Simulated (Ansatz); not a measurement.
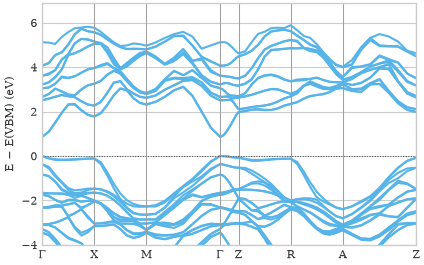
Figure. Band structure from PBE with spin–orbit coupling (plane waves, PAW; program Ansatz)

**Question.** Read off the gap and where the band edges lie.

**Answer.** About 0.9 eV (0.86 eV by a search for the band edges); maximum at Γ, minimum at Γ.

The material is Zn₄TeS₃ in space group P-4m2 (No. 115; Pearson symbol tP8).

The start of the workflow was typed in or built on a structure type; neither database checked (COD, Materials Project) lists it. Whether it is the stable phase at ambient conditions was not checked. The PBE relaxation kept the symmetry of its start; its stability against distortions is not shown here.

Potentials: the earlier of the program's two PAW sets.
